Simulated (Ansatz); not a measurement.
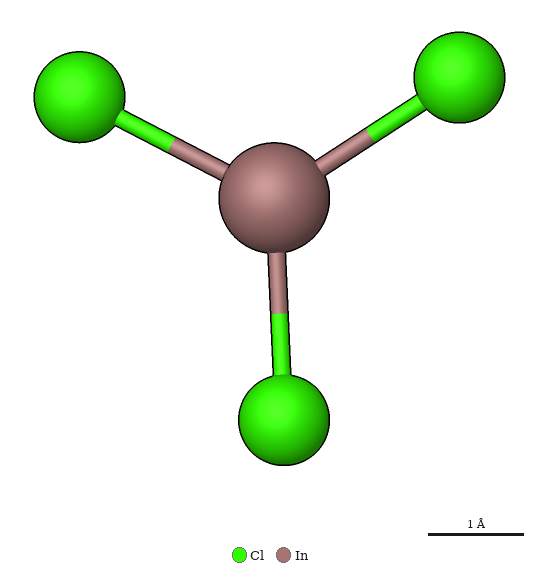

InCl$_{3}$, before the relaxation. The picture is a ball-and-stick view, seen at a tilt.

The start comes from PBE-D4/def2-SVP.

All numbers below come from RKS PBE0-D4/def2-TZVP (Ansatz 0.2.0).

Input
```yaml
crystal:
  periodic: [false, false, false]
  atoms:
    - {symbol: Cl, position_ang: [-0.208062, 0.532086, 2.259624]}
    - {symbol: In, position_ang: [0.016571, -0.013943, -0.006311]}
    - {symbol: Cl, position_ang: [1.036946, -2.028193, -0.626808]}
    - {symbol: Cl, position_ang: [-0.790056, 1.449749, -1.646705]}
basis:
  gaussian: {orbitals: def2-TZVP}
hamiltonian: {xc: pbe0, dispersion: d4}
relax: {f_tol: 0.005, max_steps: 150}
```

Q: What does the optimiser find from here?

A: The largest moves after the best rigid fit, 0.049 Å, are those of Cl3 and Cl4. Largest moves by element: Cl 0.049 Å, In 0.003 Å. Near-neighbour distances that change, for instance: Cl1–In2 2.342 → 2.293 Å. After 2 geometry steps the energy has fallen by 0.053 eV. The largest force component goes from 0.67 to 0.0021 eV/Å.

Step by step:

```json
{"step": "0", "E − E(0), eV": "0.0000", "largest force component, eV/Å": "0.6736"}
{"step": "1", "E − E(0), eV": "-0.0496", "largest force component, eV/Å": "0.1859"}
{"step": "2", "E − E(0), eV": "-0.0530", "largest force component, eV/Å": "0.0021"}
```

The structure at the end:

```xyz
4

Cl   -0.2029    0.5215    2.2136
In    0.0144   -0.0148   -0.0053
Cl    1.0159   -1.9852   -0.6153
Cl   -0.7720    1.4183   -1.6132
```
